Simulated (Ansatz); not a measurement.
TiO2: response to strain

Consider TiO2 in the anatase structure (space group I4_1/amd, No. 141; a = 3.739 Å, c = 9.455 Å). Axes: x, y, z lie along a, b, c of the conventional cell.

Strains are applied to the cell and any free atomic positions relax.

Calculations: LDA, PAW, 420 eV (Ansatz, a quantum-chemistry and plane-wave program; no SOC).

Notes on the quantities. pressure: mean of the normal stresses, compression positive.

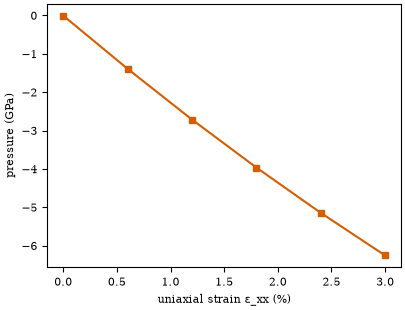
Figure: Pressure against uniaxial strain ε_xx

```
uniaxial strain ε_xx (%)   pressure
------------------------  ---------
0.6                       -1.39 GPa
1.2                       -2.71 GPa
1.8                       -3.96 GPa
2.4                       -5.14 GPa
3                         -6.25 GPa
```

No phonon test of stability was made. All final runs are without spin polarisation.
